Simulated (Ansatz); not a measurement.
**InCl2(SiH3) (InSiH3Cl2): an energy map over two coordinates**

How does the energy of InCl2(SiH3) (Cl2H3InSi) change over two coordinates at once? A grid of runs gives the map.

Program: Ansatz 0.2.0. Level of theory: RKS B3LYP-D4/def2-SVP. These are calculated values, not measurements.

### Step 1. The system as given

7 atoms, charge 0, spin multiplicity 1.

Atoms are counted from 1 here; the program's logs count them from 0.

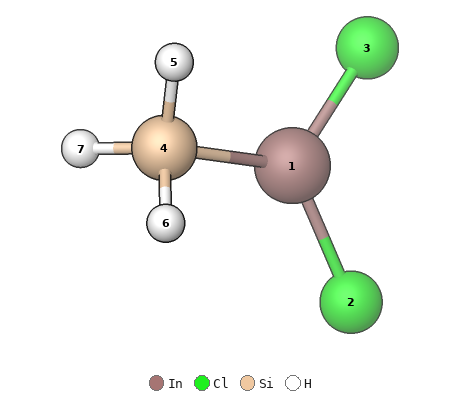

Start geometry, drawn with indium brown, chlorine green, silicon light orange, hydrogen white; atoms are numbered from 1 in the order of the file.

Geometry (Å):

```mol
Cl2H3InSi
  3D, bonds by distance, orders not assigned

  7  6  0  0  0  0  0  0  0  0999 V2000
    0.6420    1.1214    0.0076 In  0  0
    3.0057    1.3171    0.0429 Cl  0  0
   -0.3759    3.2635   -0.0303 Cl  0  0
   -0.6403   -1.1141    0.0030 Si  0  0
   -1.9740   -0.9143    0.6625 H   0  0
    0.1693   -2.1398    0.7421 H   0  0
   -0.8268   -1.5339   -1.4279 H   0  0
  1  2  8  0
  1  3  8  0
  1  4  8  0
  4  5  8  0
  4  6  8  0
  4  7  8  0
M  END
```

This geometry comes from a loose relaxation at PBE in a small basis, which is not shown.

### Step 2. Geometry optimisation

Input file input.yaml:

```yaml
crystal:
  periodic: [false, false, false]
  atoms:
    - { symbol: In, position_ang: [0.641986, 1.121439, 0.007558] }
    - { symbol: Cl, position_ang: [3.005664, 1.317144, 0.042902] }
    - { symbol: Cl, position_ang: [-0.37592, 3.263455, -0.030258] }
    - { symbol: Si, position_ang: [-0.640266, -1.114106, 0.002994] }
    - { symbol: H, position_ang: [-1.973967, -0.914256, 0.662499] }
    - { symbol: H, position_ang: [0.169311, -2.139811, 0.742149] }
    - { symbol: H, position_ang: [-0.826809, -1.533864, -1.427853] }
basis:
  gaussian: { orbitals: def2-SVP }
hamiltonian:
  xc: { name: B3LYP }
  dispersion: d4
output:
  forces: true
relax:
  f_tol: 0.003
  max_steps: 120
```

The run is started by

```bash
ansatz run input.yaml --threads 1 --pin off --max-ram 2560MiB --backend cpu --events-out ev --progress --plain --runs-dir out
```

What it wrote, cut to the lines that bear on the results:

```text
Warning: RAYON_NUM_THREADS=1 ignored (pool sized by the plan → 1); use --threads N
[...]
Functional definition: B3LYP
[...]
1041 factors; integrals over basis functions are off by at most 2.3e-4 eV
[...]
mean field -38141.31535524 eV, -1401.6674861928 hartree, gradient 2.5e-5 eV, S^2 0.000000; 0 other end points of the search recorded, 0 dependent functions left out
[...]
reference -38141.31563635 eV, -1401.6674965236 hartree; 36, 36 occupied and 59, 59 virtual orbitals, 1041 factors
relax step   1: F+E_penalty+E_count = -38141.60914659 eV  Δ(F+E_penalty+E_count) = +0.000e0 eV  max|allowed force component| = 2.193e-1 eV/Å  Δτ_max = 0.0000 Å  (23 SCF iters, accepted)
[...]
relax step   3: F+E_penalty+E_count = -38141.61388555 eV  Δ(F+E_penalty+E_count) = -3.074e-4 eV  max|allowed force component| = 8.603e-3 eV/Å  Δτ_max = 0.0067 Å  (21 SCF iters, accepted)
[...]
relax step   4: F+E_penalty+E_count = -38141.61390614 eV  Δ(F+E_penalty+E_count) = -2.059e-5 eV  max|allowed force component| = 1.241e-3 eV/Å  Δτ_max = 0.0021 Å  (18 SCF iters, accepted)
1041 factors; integrals over basis functions are off by at most 2.3e-4 eV
[...]
mean field -38141.31995411 eV, -1401.6676551982 hartree, gradient 2.5e-5 eV, S^2 0.000000; 1 other end points of the search recorded, 0 dependent functions left out
[...]
reference -38141.32023484 eV, -1401.6676655151 hartree; 36, 36 occupied and 59, 59 virtual orbitals, 1041 factors
Total energy: -38141.61418688 eV, -1401.6784680531 hartree
Atom 0 at     0.642369     1.121429     0.011173 Å, force     0.000670     0.000466     0.001241 eV/Å
Atom 1 at     3.003141     1.319692     0.040760 Å, force    -0.000576     0.000053    -0.000666 eV/Å
Atom 2 at    -0.373235     3.261455    -0.032175 Å, force     0.000010    -0.000632    -0.000632 eV/Å
Atom 3 at    -0.641894    -1.117385     0.003577 Å, force     0.000106    -0.000087     0.000960 eV/Å
Atom 4 at    -1.964215    -0.919314     0.656769 Å, force    -0.000809     0.000264     0.000111 eV/Å
Atom 5 at     0.159136    -2.135607     0.735798 Å, force     0.000284    -0.000731     0.000185 eV/Å
Atom 6 at    -0.825302    -1.530268    -1.415912 Å, force     0.000314     0.000668    -0.001199 eV/Å
Dipole moment:    -0.401424    -0.697450     0.004357 e Å
```

It took 23 s on 1 thread of Arm Neoverse V2, shared host; peak memory 0.22 GiB.

Step by step:

```csv
step,energy from step 1 (eV),largest force component (eV/Å)
1,0.0000,0.2193
2,-0.0044,0.0474
3,-0.0047,0.0086
4,-0.0048,0.0012
```

Bonds that changed most:

```csv
bond,before (Å),after (Å),change (Å)
Si4–H6,1.501,1.488,-0.013
Si4–H5,1.501,1.488,-0.013
Si4–H7,1.503,1.490,-0.013
In1–Si4,2.577,2.581,+0.004
In1–Cl2,2.372,2.369,-0.003
In1–Cl3,2.372,2.369,-0.003
```

### Step 3. Plan of the scan

First coordinate, umbrella angle at In1 (between each of its bonds and their common axis; 90 is planar): 11 values from 66.0 to 114.0 °. Second coordinate, change of the bonds In1–Cl2, In1–Cl3, In1–Si4, all alike: 11 values from −0.268 to 0.415 Å.

Nothing else is relaxed (all other coordinates rigid). Energies count from the relaxed molecule at the same level. Points are written as (first, second).

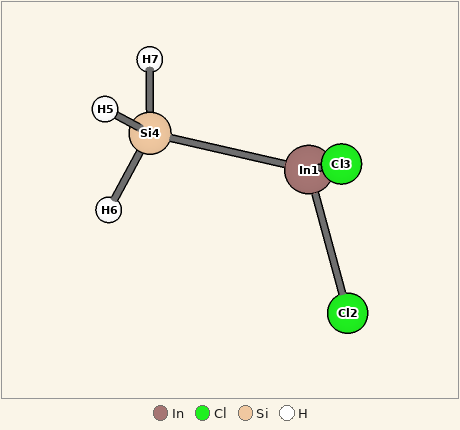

The geometry at (70.8°, 0.005 Å).

Of the runs on the grid, 3 are shown in the steps below; the others differ only in the two coordinates.

### Step 4. Grid point (90.0°, 0.005 Å)

Input file input.yaml:

```yaml
crystal:
  periodic: [false, false, false]
  atoms:
    - { symbol: In, position_ang: [0.642369, 1.121429, 0.011173] }
    - { symbol: Cl, position_ang: [3.00802, 1.320176, 0.047769] }
    - { symbol: Cl, position_ang: [-0.375496, 3.266045, -0.02532] }
    - { symbol: Si, position_ang: [-0.644511, -1.121661, 0.011128] }
    - { symbol: H, position_ang: [-1.965868, -0.921858, 0.66574] }
    - { symbol: H, position_ang: [0.157531, -2.138067, 0.744764] }
    - { symbol: H, position_ang: [-0.830007, -1.538135, -1.407039] }
basis:
  gaussian: { orbitals: def2-SVP }
hamiltonian:
  xc: { name: B3LYP }
  dispersion: d4
output:
  forces: true
```

The run is started by

```bash
ansatz run input.yaml --threads 1 --pin off --max-ram 2560MiB --backend cpu --events-out ev --progress --plain --runs-dir out
```

What it wrote, cut to the lines that bear on the results:

```text
Warning: RAYON_NUM_THREADS=1 ignored (pool sized by the plan → 1); use --threads N
[...]
[... 1 set-up line as earlier in the session ...]
[...]
977 factors; integrals over basis functions are off by at most 1.1e-3 eV
[...]
mean field -38141.32014537 eV, -1401.6676622271 hartree, gradient 4.5e-5 eV, S^2 0.000000; 0 other end points of the search recorded, 0 dependent functions left out
[...]
reference -38141.32042627 eV, -1401.6676725497 hartree; 36, 36 occupied and 59, 59 virtual orbitals, 977 factors
Total energy: -38141.61369579 eV, -1401.6784500061 hartree
Atom 0 at     0.642369     1.121429     0.011173 Å, force     0.019343     0.033388     0.013789 eV/Å
Atom 1 at     3.008020     1.320176     0.047769 Å, force    -0.064988    -0.005395    -0.005242 eV/Å
Atom 2 at    -0.375496     3.266045    -0.025320 Å, force     0.027822    -0.059126    -0.003215 eV/Å
Atom 3 at    -0.644511    -1.121661     0.011128 Å, force     0.013841     0.023504    -0.005731 eV/Å
Atom 4 at    -1.965868    -0.921858     0.665740 Å, force     0.000767     0.003639     0.000518 eV/Å
Atom 5 at     0.157531    -2.138067     0.744764 Å, force     0.002381     0.002382     0.000612 eV/Å
Atom 6 at    -0.830007    -1.538135    -1.407039 Å, force     0.000833     0.001608    -0.000731 eV/Å
Dipole moment:    -0.404851    -0.703564     0.000282 e Å
```

Run time: 4.5 s. Hardware: 1 thread of Arm Neoverse V2, shared host; peak memory 0.2 GiB.

On the map this point reads 0.05 kJ/mol.

### Step 5. Point (70.8°, 0.005 Å)

Input file input.yaml:

```yaml
crystal:
  periodic: [false, false, false]
  atoms:
    - { symbol: In, position_ang: [0.642369, 1.121429, 0.011173] }
    - { symbol: Cl, position_ang: [2.863747, 1.316383, 0.826414] }
    - { symbol: Cl, position_ang: [-0.331565, 3.154016, 0.757363] }
    - { symbol: Si, position_ang: [-0.586748, -0.988981, 0.861438] }
    - { symbol: H, position_ang: [-1.785749, -0.571332, 1.637576] }
    - { symbol: H, position_ang: [0.343074, -1.778178, 1.714183] }
    - { symbol: H, position_ang: [-0.995584, -1.786165, -0.328693] }
basis:
  gaussian: { orbitals: def2-SVP }
hamiltonian:
  xc: { name: B3LYP }
  dispersion: d4
output:
  forces: true
```

The run is started by

```bash
ansatz run input.yaml --threads 1 --pin off --max-ram 2560MiB --backend cpu --events-out ev --progress --plain --runs-dir out
```

What it wrote, cut to the lines that bear on the results:

```text
Warning: RAYON_NUM_THREADS=1 ignored (pool sized by the plan → 1); use --threads N
[...]
[... 1 set-up line as earlier in the session ...]
[...]
978 factors; integrals over basis functions are off by at most 1.2e-3 eV
[...]
mean field -38140.78447186 eV, -1401.6479765884 hartree, gradient 8.5e-5 eV, S^2 0.000000; 0 other end points of the search recorded, 0 dependent functions left out
[...]
reference -38140.78474971 eV, -1401.6479867994 hartree; 36, 36 occupied and 59, 59 virtual orbitals, 978 factors
Total energy: -38141.09700737 eV, -1401.6594620568 hartree
Atom 0 at     0.642369     1.121429     0.011173 Å, force     0.030552     0.097311     1.180009 eV/Å
Atom 1 at     2.863747     1.316383     0.826414 Å, force     0.292575    -0.038823    -0.338114 eV/Å
Atom 2 at    -0.331565     3.154016     0.757363 Å, force    -0.169945     0.226684    -0.347726 eV/Å
Atom 3 at    -0.586748    -0.988981     0.861438 Å, force    -0.200054    -0.370504    -0.535438 eV/Å
Atom 4 at    -1.785749    -0.571332     1.637576 Å, force     0.040340     0.112847    -0.022108 eV/Å
Atom 5 at     0.343074    -1.778178     1.714183 Å, force     0.079248     0.095412    -0.021423 eV/Å
Atom 6 at    -0.995584    -1.786165    -0.328693 Å, force    -0.072716    -0.122926     0.084801 eV/Å
Dipole moment:    -0.386336    -0.688082    -0.441998 e Å
```

Wall time 4.9 s (1 thread of Arm Neoverse V2, shared host); peak memory 0.2 GiB.

Energy on the map's scale: 50 kJ/mol.

### Step 6. Grid point (99.6°, 0.346 Å)

Input file input.yaml:

```yaml
crystal:
  periodic: [false, false, false]
  atoms:
    - { symbol: In, position_ang: [0.642369, 1.121429, 0.011173] }
    - { symbol: Cl, position_ang: [3.317254, 1.341325, -0.400303] }
    - { symbol: Cl, position_ang: [-0.498031, 3.535514, -0.482706] }
    - { symbol: Si, position_ang: [-0.785873, -1.386427, -0.476927] }
    - { symbol: H, position_ang: [-2.158641, -1.279632, 0.087453] }
    - { symbol: H, position_ang: [-0.038007, -2.500666, 0.166302] }
    - { symbol: H, position_ang: [-0.849559, -1.592679, -1.950855] }
basis:
  gaussian: { orbitals: def2-SVP }
hamiltonian:
  xc: { name: B3LYP }
  dispersion: d4
output:
  forces: true
```

The run is started by

```bash
ansatz run input.yaml --threads 1 --pin off --max-ram 2560MiB --backend cpu --events-out ev --progress --plain --runs-dir out
```

What it wrote, cut to the lines that bear on the results:

```text
Warning: RAYON_NUM_THREADS=1 ignored (pool sized by the plan → 1); use --threads N
[...]
[... 1 set-up line as earlier in the session ...]
[...]
978 factors; integrals over basis functions are off by at most 1.1e-3 eV
[...]
mean field -38140.00713900 eV, -1401.6194101327 hartree, gradient 4.0e-5 eV, S^2 0.000000; 0 other end points of the search recorded, 0 dependent functions left out
[...]
reference -38140.00742870 eV, -1401.6194207792 hartree; 36, 36 occupied and 59, 59 virtual orbitals, 978 factors
Total energy: -38140.28851051 eV, -1401.6297503451 hartree
Atom 0 at     0.642369     1.121429     0.011173 Å, force     0.642329     1.065695    -1.305582 eV/Å
Atom 1 at     3.317254     1.341325    -0.400303 Å, force    -2.095703    -0.195241     0.443008 eV/Å
Atom 2 at    -0.498031     3.535514    -0.482706 Å, force     0.869595    -1.901119     0.507106 eV/Å
Atom 3 at    -0.785873    -1.386427    -0.476927 Å, force     0.327899     0.576832     0.250242 eV/Å
Atom 4 at    -2.158641    -1.279632     0.087453 Å, force     0.052672     0.139740     0.048869 eV/Å
Atom 5 at    -0.038007    -2.500666     0.166302 Å, force     0.090003     0.116425     0.049727 eV/Å
Atom 6 at    -0.849559    -1.592679    -1.950855 Å, force     0.113203     0.197669     0.006629 eV/Å
Dipole moment:    -0.649770    -1.120062     0.259424 e Å
```

Run time: 4.6 s. Hardware: 1 thread of Arm Neoverse V2, shared host; peak memory 0.2 GiB.

On the map this point reads 128 kJ/mol.

### Step 7. Energy over the grid

121 points were computed. Energies in kJ/mol, from the relaxed molecule at the same level:

```tsv
change of the bonds In1–Cl2, In1–Cl3, In1–Si4, all alike (Å) ↓, umbrella angle at In1 (between each of its bonds and their common axis; 90 is planar) (°) →	66.0	70.8	75.6	80.4	85.2	90.0	94.8	99.6	104.4	109.2	114.0
0.415	205	189	176	166	160	158	160	166	175	188	204
0.346	171	153	139	128	122	120	122	128	138	152	170
0.278	140	121	105	94	87	85	87	93	104	119	138
0.210	114	92	75	63	56	53	55	62	74	91	111
0.142	92	69	51	38	30	27	29	37	49	67	90
0.073	79	54	34	20	11	8	10	19	32	52	76
0.005	77	50	28	13	3	0	3	12	27	47	74
−0.063	91	61	38	21	11	7	10	20	36	58	87
−0.132	126	93	67	49	38	34	37	48	65	90	121
−0.200	187	151	123	103	90	86	90	101	120	147	182
−0.268	283	242	212	190	176	171	175	188	209	238	276
```

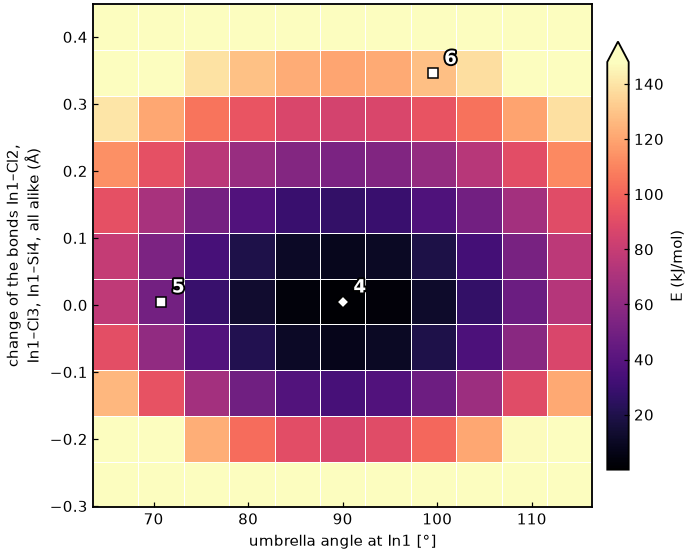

The map; numbers mark the steps of this session that print a point's run. Drawn: one coloured cell a grid point, one colour for all values above the top of the scale.

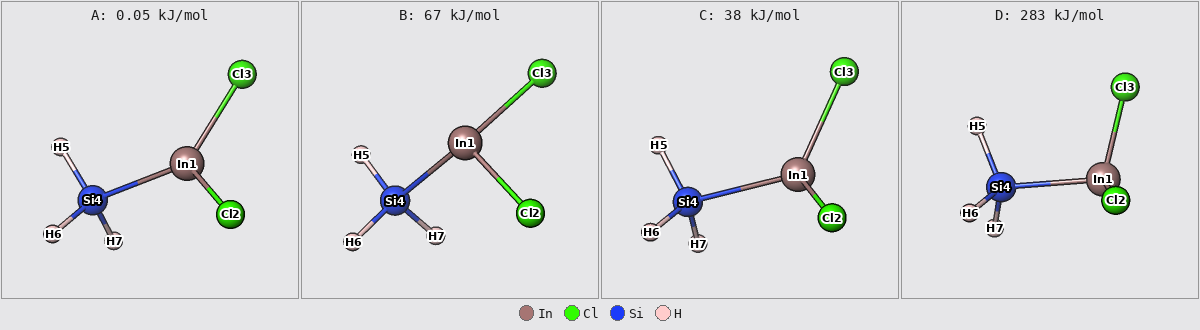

Structures on the grid, at one scale: A at (90.0°, 0.005 Å); B at (109.2°, 0.142 Å); C at (80.4°, 0.142 Å); D at (66.0°, −0.268 Å).

The largest force on an atom (eV/Å) at each point:

```
change of the bonds In1–Cl2, In1–Cl3, In1–Si4, all alike (Å) ↓, umbrella angle at In1 (between each of its bonds and their common axis; 90 is planar) (°) →  66.0  70.8  75.6  80.4  85.2  90.0  94.8  99.6  104.4  109.2  114.0
                                                                                                                                                      0.415   3.2   2.8   2.3   2.3   2.3   2.3   2.3   2.3    2.3    2.8    3.2
                                                                                                                                                      0.346   3.2   2.8   2.3   2.1   2.2   2.2   2.2   2.2    2.3    2.7    3.1
                                                                                                                                                      0.278   3.0   2.7   2.2   2.0   2.0   2.0   2.0   2.0    2.2    2.6    3.0
                                                                                                                                                      0.210   2.8   2.5   2.1   1.7   1.7   1.7   1.7   1.7    2.0    2.5    2.8
                                                                                                                                                      0.142   2.5   2.2   1.8   1.4   1.4   1.4   1.4   1.4    1.8    2.2    2.5
                                                                                                                                                      0.073   2.0   1.8   1.5   1.1   0.8   0.8   0.8   1.0    1.4    1.7    1.9
                                                                                                                                                      0.005   1.3   1.2   1.0   0.7   0.4   0.1   0.3   0.7    1.0    1.1    1.2
                                                                                                                                                     −0.063   1.5   1.3   1.1   1.0   1.0   0.9   1.0   1.0    1.1    1.3    1.5
                                                                                                                                                     −0.132   2.9   2.6   2.5   2.4   2.3   2.3   2.3   2.4    2.5    2.6    2.9
                                                                                                                                                     −0.200   4.7   4.4   4.3   4.1   4.1   4.1   4.1   4.1    4.3    4.4    4.7
                                                                                                                                                     −0.268   7.0   6.8   6.6   6.4   6.4   6.3   6.4   6.4    6.6    6.8    7.0
```

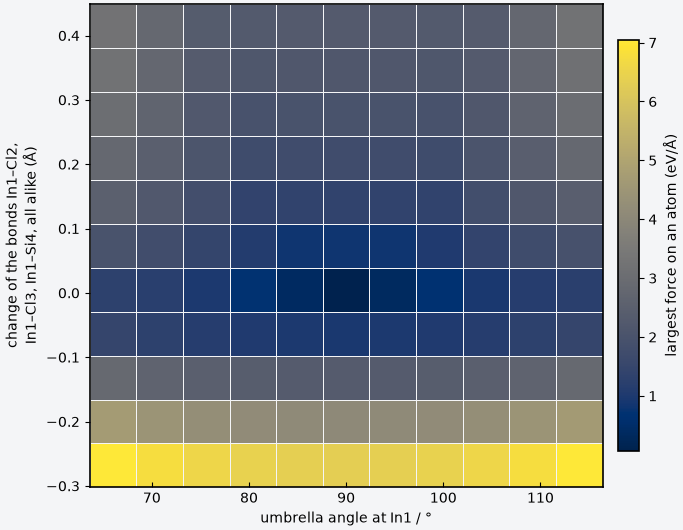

The largest force on an atom over the grid. The picture shows one coloured cell a grid point.

### Step 8. Results

```
                       quantity                                                                         value
                   lowest point                                                 (90.0°, 0.005 Å), 0.05 kJ/mol
         highest computed point                                (66.0°, −0.268 Å), 283 kJ/mol above the lowest
largest force on an atom (eV/Å)  0.1 at (90.0°, 0.005 Å) to 7.0 at (66.0°, −0.268 Å); 0.1 at the lowest point
        time for the whole task                                               10 min on 1 thread, shared host
```

What this shows: The lowest computed point is at (90.0°, 0.005 Å), 0.05 kJ/mol from the relaxed molecule at the same level. The grid is coarse, so the true minimum lies between grid points and may sit elsewhere than the lowest one. No other kind of well shows on this grid. The highest computed point, (66.0°, −0.268 Å), lies 283 kJ/mol above the lowest. Round the minimum the two coordinates are nearly uncoupled.
